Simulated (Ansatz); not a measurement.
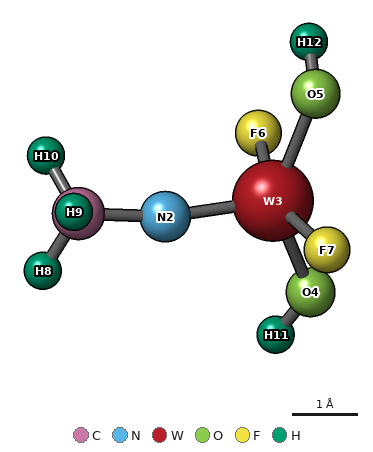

CH₅F₂NO₂W, before the relaxation. The picture is a ball-and-stick view, seen at a tilt.

The start comes from PBE-D4/def2-SVP.

Theory: RKS PBE0-D4/def2-TZVP in Ansatz.

Input file:
```yaml
crystal:
  periodic: [false, false, false]
  atoms:
    - {symbol: C, position_ang: [0.465959, -0.790013, 1.895666]}
    - {symbol: N, position_ang: [0.172032, -0.426517, 0.556283]}
    - {symbol: W, position_ang: [-0.068387, 0.320712, -0.995629]}
    - {symbol: O, position_ang: [-1.043474, -0.885446, -2.103627]}
    - {symbol: O, position_ang: [0.588850, 2.134451, -1.044621]}
    - {symbol: F, position_ang: [-1.730224, 1.208744, -0.618395]}
    - {symbol: F, position_ang: [1.552752, -0.102231, -1.878180]}
    - {symbol: H, position_ang: [0.112087, -1.821237, 2.113008]}
    - {symbol: H, position_ang: [1.561662, -0.756534, 2.083456]}
    - {symbol: H, position_ang: [-0.027382, -0.097723, 2.613048]}
    - {symbol: H, position_ang: [-1.510476, -1.696493, -1.835641]}
    - {symbol: H, position_ang: [0.003602, 2.857188, -0.751268]}
basis:
  gaussian: {orbitals: def2-TZVP}
hamiltonian: {xc: pbe0, dispersion: d4}
relax: {f_tol: 0.005, max_steps: 150}
```

Launched with:
```bash
ansatz run in.yaml --threads 4 --pin off --events-out ev --progress --plain --max-ram 11315MiB
```

> Predict the outcome.

The atom that moves furthest after the best rigid fit is H10 (0.43 Å). By element the largest moves are H 0.43 Å, O 0.09 Å, F 0.08 Å, N 0.03 Å, W 0.03 Å, C 0.01 Å. Among the contacts that change: N2–W3 1.739 → 1.715 Å, W3–F7 1.894 → 1.871 Å, W3–O4 1.906 → 1.885 Å, W3–O5 1.930 → 1.908 Å. Among the angles between lasting bonds that change: C1–N2–W3 168.9° → 171.2°. After 22 accepted moves (28 points after the start) the energy has fallen by 0.079 eV. The largest force component goes from 1 to 0.0038 eV/Å. The line search rejected the trial steps at points 4, 15, 18, 19, 22, 23 of the run. The forces were under the threshold at step 16, but the run went on from there. Cost: 3 min on 4 threads of Arm Neoverse V1 (shared host).

The structure at the end:

```xyz
12

C     0.4616   -0.7896    1.8915
N     0.1947   -0.4032    0.5574
W    -0.0480    0.3053   -0.9853
O    -1.0619   -0.8717   -2.0523
O     0.6460    2.0801   -1.0875
F    -1.6731    1.2237   -0.6009
F     1.5142   -0.1723   -1.8981
H     0.4865   -1.8800    1.9747
H     1.4258   -0.3923    2.2213
H    -0.3193   -0.4074    2.5564
H    -1.6540   -1.5631   -1.7524
H     0.1047    2.8154   -0.7908
```

The end point in the same view:

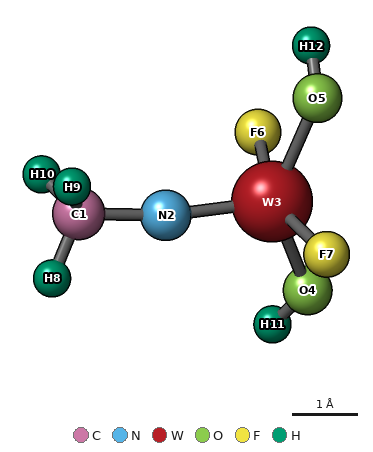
